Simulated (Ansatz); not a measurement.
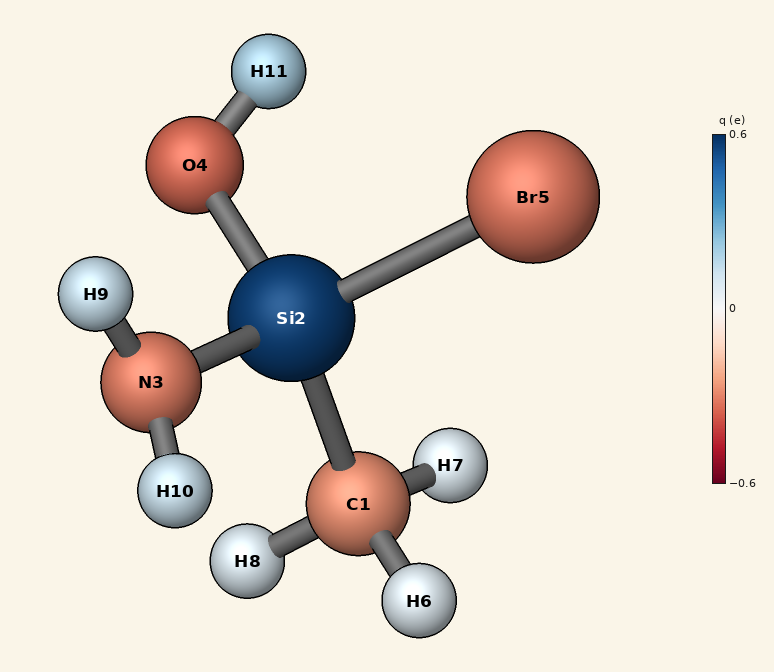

Atoms are coloured by their Mulliken charges. Computed geometry: PBE-D4/def2-SVP optimisation. No frequency run is at hand to confirm it as a minimum. Properties computed with RKS PBE-D4/def2-SVP (Ansatz 0.2.0).

### Which atom carries the highest charge (most positive or least negative)?

Si2 (0.56 e).

### And the lowest?

O4 (−0.34 e).

List the Mulliken charges.

| atom | value (e) |
| --- | --- |
| C1 | −0.27 |
| Si2 | 0.56 |
| N3 | −0.30 |
| O4 | −0.34 |
| Br5 | −0.32 |
| H6 | 0.07 |
| H7 | 0.07 |
| H8 | 0.08 |
| H9 | 0.13 |
| H10 | 0.13 |
| H11 | 0.19 |

Mulliken values depend strongly on the basis set and can even reverse the polarity of a bond.
